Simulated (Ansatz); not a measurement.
# Platinum, omega (AlB2-type) under BLYP: structure, energy and stiffness, part 2 of 2

What does BLYP give for platinum in the omega (AlB2-type) structure? We relax it, solve it on a dense k-mesh, then scale the cell to 7 volumes from 88 to 112 % of the relaxed one and try a fit of the equation of state. Spin polarisation is left out. The k-meshes are 8×8×12 for the relaxation; 10×10×15 for the dense run; 9×9×13 for the volumes.

Ansatz 0.2.0; DFT, BLYP, plane waves (420 eV) with PAW, scalar-relativistic. The steps go on from the part before.

## 6. The cell scaled to 96 % of its volume

The input, input.yaml:

```yaml
crystal:
  lattice:
    - [4.5687232392, 0.0, 0.0]
    - [-2.2843616196, 3.956630388, 0.0]
    - [0.0, 0.0, 2.7170187606]
  atoms:
    - { symbol: Pt, position: [1.0, 1.0, 0.0] }
    - { symbol: Pt, position: [0.3333333333, 0.6666666667, 0.5] }
    - { symbol: Pt, position: [0.6666666667, 0.3333333333, 0.5] }
hamiltonian:
  xc: blyp
  pseudopotentials:
    kind: paw
    azcp:
      Pt: "pseudopotentials/Pt.paw.azcp"
basis:
  ecutwfc: 420
  fft_grid_basis: typed
kpoints:
  mp_grid: { grid: [9, 9, 13], shift: [0, 0, 0] }
magnetization:
  spin_polarized: false
scf:
  occupations: { method: fermi_dirac, width: 0.1 }
  lower_state_search: "off"
output:
  stress: true
```

Output, cut to the lines that bear on the results:

```text
Warning: RAYON_NUM_THREADS=2 ignored (pool sized by the plan → 2); use --threads N
[...]
Pseudopotentials: kind: paw
Pseudopotential: Pt, paw, valence charge 18, recommended cutoff 420 eV (normal), <dir>
Functional definition: BLYP
[...]
Crystal: 3 atoms, lattice volume = 49.115 Å³
Basis set: ecut = 420 eV, 951 PW (Γ), exchange–correlation on 64×64×40 points (8 copies of the dense FFT grid, shifted against one another)
Bands: 33, of which v1, the nominal top of the filled ones, is band 27 counted from 1 (26 counted from 0)
Symmetry: 24 space group operations
Space group: P6/mmm (ITA 191), of the structure as read, at distance tolerance 3.7e-5 Å
k-points: 84 of 1053
[...]
SCF iter   1: F=—  HF=-37646.893107 eV  |F-HF|=—  |Δ(HF+E_count)|=         —  Δρ=1.26e-2  dr2=7.93e-2  ethr=1.77e-3  ⟨swp⟩=5.3  Hψ=9804  notcnv=0  defer=20
[...]
SCF iter   6: F=-37646.880695 eV  HF=-37646.880695 eV  |F-HF|=1.35e-8  |Δ(HF+E_count)|=   5.52e-7  Δρ=1.35e-5  dr2=8.19e-8  ethr=1.85e-10  ⟨swp⟩=3.0  Hψ=10504  notcnv=0
[...]
SCF converged after 6 iterations
Free energy (F): -37646.880695 eV
[...]
E sigma→0 (E₀):  -37646.791952 eV
Entropy (-TS):   -0.177485 eV (-59.162 meV/atom)
Fermi energy:    21.389338 eV
[...]
--- Stress (GPa, compression-positive) ---
        8.410697      -0.000000       0.000000
       -0.000000       8.410697       0.000000
        0.000000       0.000000       9.146684
  P = ⅓ Tr σ = 8.6560 GPa (86.560 kbar)
```

Wall time 4.2 s (2 threads of Intel Xeon Platinum 8375C at 2.90GHz (Ice Lake), shared host); peak memory 0.41 GiB.

## 7. The cell scaled to 100 % of its volume

input.yaml, as its differences from that of step 6:

```diff
@@ -2,5 +2,5 @@
   lattice:
-    - [4.5687232392, 0.0, 0.0]
-    - [-2.2843616196, 3.956630388, 0.0]
-    - [0.0, 0.0, 2.7170187606]
+    - [4.6313162671, 0.0, 0.0]
+    - [-2.3156581336, 4.0108375403, 0.0]
+    - [0.0, 0.0, 2.7542428213]
   atoms:
```

Output, cut to the lines that bear on the results:

```text
Warning: RAYON_NUM_THREADS=2 ignored (pool sized by the plan → 2); use --threads N
[...]
[... 3 set-up lines as earlier in the session ...]
[...]
Crystal: 3 atoms, lattice volume = 51.161 Å³
Basis set: ecut = 420 eV, 975 PW (Γ), exchange–correlation on 64×64×40 points (8 copies of the dense FFT grid, shifted against one another)
Bands: 33, of which v1, the nominal top of the filled ones, is band 27 counted from 1 (26 counted from 0)
[... 2 set-up lines as earlier in the session ...]
k-points: 84 of 1053
[...]
SCF iter   1: F=—  HF=-37646.944740 eV  |F-HF|=—  |Δ(HF+E_count)|=         —  Δρ=1.19e-2  dr2=7.67e-2  ethr=1.77e-3  ⟨swp⟩=5.2  Hψ=9660  notcnv=0  defer=23
[...]
SCF iter   6: F=-37646.934294 eV  HF=-37646.934294 eV  |F-HF|=1.37e-8  |Δ(HF+E_count)|=   6.88e-7  Δρ=1.41e-5  dr2=9.74e-8  ethr=1.85e-10  ⟨swp⟩=3.0  Hψ=10856  notcnv=0
[...]
SCF converged after 6 iterations
Free energy (F): -37646.934294 eV
[...]
E sigma→0 (E₀):  -37646.841408 eV
Entropy (-TS):   -0.185772 eV (-61.924 meV/atom)
Fermi energy:    20.251864 eV
[...]
--- Stress (GPa, compression-positive) ---
       -0.072910      -0.000000      -0.000000
       -0.000000      -0.072910      -0.000000
       -0.000000      -0.000000       0.476999
  P = ⅓ Tr σ = 0.1104 GPa (1.104 kbar)
```

Wall time 4.5 s (2 threads of Intel Xeon Platinum 8375C at 2.90GHz (Ice Lake), shared host); peak memory 0.41 GiB.

## 8. The cell scaled to 104 % of its volume

input.yaml, as its differences from that of step 7:

```diff
@@ -2,5 +2,5 @@
   lattice:
-    - [4.6313162671, 0.0, 0.0]
-    - [-2.3156581336, 4.0108375403, 0.0]
-    - [0.0, 0.0, 2.7542428213]
+    - [4.6922616281, 0.0, 0.0]
+    - [-2.346130814, 4.0636177711, 0.0]
+    - [0.0, 0.0, 2.7904870148]
   atoms:
```

Output, cut to the lines that bear on the results:

```text
Warning: RAYON_NUM_THREADS=2 ignored (pool sized by the plan → 2); use --threads N
[...]
[... 3 set-up lines as earlier in the session ...]
[...]
Crystal: 3 atoms, lattice volume = 53.208 Å³
Basis set: ecut = 420 eV, 1047 PW (Γ), exchange–correlation on 64×64×40 points (8 copies of the dense FFT grid, shifted against one another)
Bands: 33, of which v1, the nominal top of the filled ones, is band 27 counted from 1 (26 counted from 0)
[... 1 set-up line as earlier in the session ...]
Space group: P6/mmm (ITA 191), of the structure as read, at distance tolerance 3.8e-5 Å
k-points: 84 of 1053
[...]
SCF iter   1: F=—  HF=-37646.900658 eV  |F-HF|=—  |Δ(HF+E_count)|=         —  Δρ=1.13e-2  dr2=7.42e-2  ethr=1.77e-3  ⟨swp⟩=5.2  Hψ=9524  notcnv=0  defer=22
[...]
SCF iter   7: F=-37646.891976 eV  HF=-37646.891976 eV  |F-HF|=1.64e-9  |Δ(HF+E_count)|=   4.50e-8  Δρ=3.54e-6  dr2=5.73e-9  ethr=1.85e-10  ⟨swp⟩=4.0  Hψ=8803  notcnv=0
[...]
SCF converged after 7 iterations
Free energy (F): -37646.891976 eV
[...]
E sigma→0 (E₀):  -37646.795112 eV
Entropy (-TS):   -0.193727 eV (-64.576 meV/atom)
Fermi energy:    19.204788 eV
[...]
--- Stress (GPa, compression-positive) ---
       -6.579239       0.000000       0.000000
        0.000000      -6.579239       0.000000
        0.000000       0.000000      -6.178959
  P = ⅓ Tr σ = -6.4458 GPa (-64.458 kbar)
```

It took 4.3 s on 2 threads of Intel Xeon Platinum 8375C at 2.90GHz (Ice Lake), shared host; peak memory 0.42 GiB.

## 9. The cell scaled to 108 % of its volume

input.yaml, as its differences from that of step 8:

```diff
@@ -2,5 +2,5 @@
   lattice:
-    - [4.6922616281, 0.0, 0.0]
-    - [-2.346130814, 4.0636177711, 0.0]
-    - [0.0, 0.0, 2.7904870148]
+    - [4.7516636509, 0.0, 0.0]
+    - [-2.3758318255, 4.1150614319, 0.0]
+    - [0.0, 0.0, 2.8258133854]
   atoms:
```

Output, cut to the lines that bear on the results:

```text
Warning: RAYON_NUM_THREADS=2 ignored (pool sized by the plan → 2); use --threads N
[...]
[... 3 set-up lines as earlier in the session ...]
[...]
Crystal: 3 atoms, lattice volume = 55.254 Å³
Basis set: ecut = 420 eV, 1095 PW (Γ), exchange–correlation on 64×64×40 points (8 copies of the dense FFT grid, shifted against one another)
Bands: 33, of which v1, the nominal top of the filled ones, is band 27 counted from 1 (26 counted from 0)
[... 2 set-up lines as earlier in the session ...]
k-points: 84 of 1053
[...]
SCF iter   1: F=—  HF=-37646.783083 eV  |F-HF|=—  |Δ(HF+E_count)|=         —  Δρ=1.06e-2  dr2=7.02e-2  ethr=1.77e-3  ⟨swp⟩=5.2  Hψ=9430  notcnv=0  defer=21
[...]
SCF iter   7: F=-37646.776185 eV  HF=-37646.776185 eV  |F-HF|=2.55e-9  |Δ(HF+E_count)|=   5.17e-8  Δρ=3.59e-6  dr2=6.64e-9  ethr=1.85e-10  ⟨swp⟩=4.0  Hψ=8884  notcnv=0
[...]
SCF converged after 7 iterations
Free energy (F): -37646.776185 eV
[...]
E sigma→0 (E₀):  -37646.675570 eV
Entropy (-TS):   -0.201230 eV (-67.077 meV/atom)
Fermi energy:    18.237251 eV
[...]
--- Stress (GPa, compression-positive) ---
      -11.547375      -0.000000      -0.000000
       -0.000000     -11.547375      -0.000000
       -0.000000      -0.000000     -11.284591
  P = ⅓ Tr σ = -11.4598 GPa (-114.598 kbar)
```

It took 5 s on 2 threads of Intel Xeon Platinum 8375C at 2.90GHz (Ice Lake), shared host; peak memory 0.42 GiB.

## 10. The cell scaled to 112 % of its volume

input.yaml, as its differences from that of step 9:

```diff
@@ -2,5 +2,5 @@
   lattice:
-    - [4.7516636509, 0.0, 0.0]
-    - [-2.3758318255, 4.1150614319, 0.0]
-    - [0.0, 0.0, 2.8258133854]
+    - [4.8096164802, 0.0, 0.0]
+    - [-2.4048082401, 4.1652500543, 0.0]
+    - [0.0, 0.0, 2.8602779209]
   atoms:
@@ -27 +27,5 @@
   stress: true
+  write_density: true
+  write_potential: true
+  elf: true
+  volumetric_format: npy
```

Output, cut to the lines that bear on the results:

```text
Warning: RAYON_NUM_THREADS=2 ignored (pool sized by the plan → 2); use --threads N
[...]
[... 3 set-up lines as earlier in the session ...]
[...]
Crystal: 3 atoms, lattice volume = 57.301 Å³
Basis set: ecut = 420 eV, 1125 PW (Γ), exchange–correlation on 72×72×40 points (8 copies of the dense FFT grid, shifted against one another)
Bands: 33, of which v1, the nominal top of the filled ones, is band 27 counted from 1 (26 counted from 0)
[... 1 set-up line as earlier in the session ...]
Space group: P6/mmm (ITA 191), of the structure as read, at distance tolerance 3.9e-5 Å
k-points: 84 of 1053
[...]
SCF iter   1: F=—  HF=-37646.609517 eV  |F-HF|=—  |Δ(HF+E_count)|=         —  Δρ=1.00e-2  dr2=6.51e-2  ethr=1.77e-3  ⟨swp⟩=5.2  Hψ=9390  notcnv=0  defer=17
[...]
SCF iter   7: F=-37646.604345 eV  HF=-37646.604345 eV  |F-HF|=2.76e-9  |Δ(HF+E_count)|=   5.89e-8  Δρ=3.70e-6  dr2=7.79e-9  ethr=1.85e-10  ⟨swp⟩=8.6  Hψ=15554  notcnv=0
[...]
SCF converged after 7 iterations
Free energy (F): -37646.604345 eV
[...]
E sigma→0 (E₀):  -37646.500057 eV
Entropy (-TS):   -0.208577 eV (-69.526 meV/atom)
Fermi energy:    17.340258 eV
[...]
--- Stress (GPa, compression-positive) ---
      -15.312727       0.000000      -0.000000
        0.000000     -15.312727      -0.000000
       -0.000000      -0.000000     -15.184995
  P = ⅓ Tr σ = -15.2701 GPa (-152.701 kbar)
--- Band table (eV; the first three rows and the last of 84) ---
[...]
```

It took 6.5 s on 2 threads of Intel Xeon Platinum 8375C at 2.90GHz (Ice Lake), shared host; peak memory 0.44 GiB.

## 11. The equation of state

All volumes keep the relaxed shape and fractional coordinates.

```tsv
V (Å³/atom)	E − E₀ (meV/atom)	P from the stress (GPa)	P from the fit (GPa)
15.007	186.6	34.13	33.86
15.689	74.6	19.75	19.42
16.372	16.5	8.66	8.33
17.054	0.0	0.11	-0.20
17.736	15.4	-6.45	-6.75
18.418	55.3	-11.46	-11.75
19.100	113.8	-15.27	-15.56
```

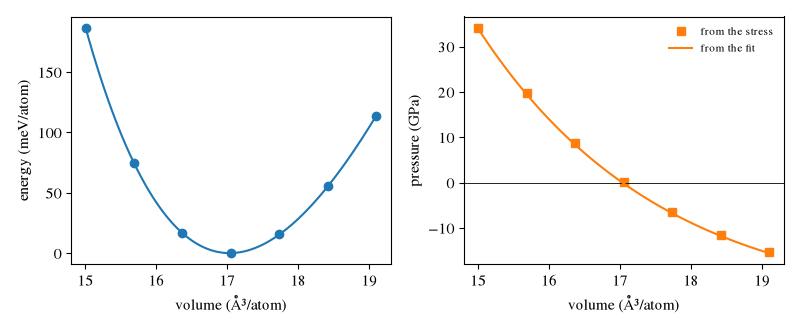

Energy and pressure against volume; the lines are the Birch-Murnaghan fit.

Fit (Birch-Murnaghan, third order): V₀ = 17.035 Å³/atom, B₀ = 187 GPa, B₀′ = 5.6, largest residual 0.03 meV/atom.

Fit and stress differ a little: one follows E(σ → 0), the other the smeared free energy.

## 12. Results

This closing draws on all 2 parts.

| quantity | value |
| --- | --- |
| space group (spins left aside) | P6/mmm (No. 191) |
| conventional cell | a = 4.631 Å, c = 2.754 Å (c/a = 0.595) |
| volume | 17.054 Å³/atom |
| shortest distance | 2.674 Å |
| gap on the mesh | none (levels filled in part) |
| relative to fcc | +105 meV/atom |
| V₀, B₀, B₀′ | 17.035 Å³/atom, 187 GPa, 5.6 |

What this shows: From the guessed start the volume grew by 13.0 % in 6 steps. Against the reference form of platinum (fcc, computed apart with the same settings) it stands 105 meV/atom higher. Levels at the Fermi energy are filled in part, as in a metal. B₀ comes out at 187 GPa; letting shape and positions relax at each volume could only lower it. Relaxation kept the symmetry; phonons were not checked.
